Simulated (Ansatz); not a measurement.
# Response to strain in Al2Au

Take Al2Au (space group Fm-3m, No. 225; a = 6.003 Å; relaxed with 0.1 eV smearing) as the base. Axes: x, y, z lie along the cube axes.

Strains are applied to the cell and any free atomic positions relax; under biaxial strain the out-of-plane vector relaxes too.

The values are results of PBEsol/PAW in Ansatz (a quantum-chemistry and plane-wave program), without spin-orbit coupling, not measurements.

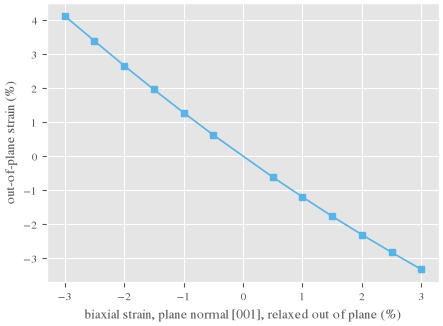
Figure. Out-of-plane strain against biaxial strain, plane normal [001], relaxed out of plane

Problem. From the plot, what is the out-of-plane strain for biaxial strain −3.00 %, plane normal [001], relaxed out of plane?

Solution. About 4.1 %.

Problem. Is the trend monotonic over the range shown?

Solution. Yes, it falls throughout, spanning -3.32 % to +4.13 %.

Whether these cells are dynamically stable was not tested.
